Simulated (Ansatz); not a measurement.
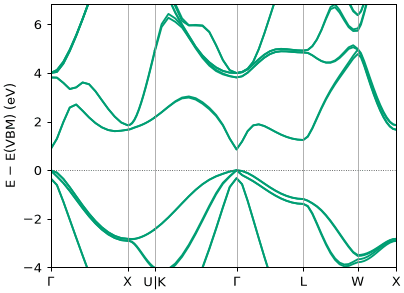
*Band structure from the program Ansatz at the r²SCAN with spin–orbit coupling level (PAW)*

Task: Read off the gap and where the band edges lie.

Result: About 0.9 eV (0.86 eV by a search for the band edges); maximum at Γ, minimum at Γ.

The material is GaAs (zinc blende, F-43m).

The r²SCAN relaxation kept the symmetry of its start.

Potentials: the later of the program's two PAW sets.
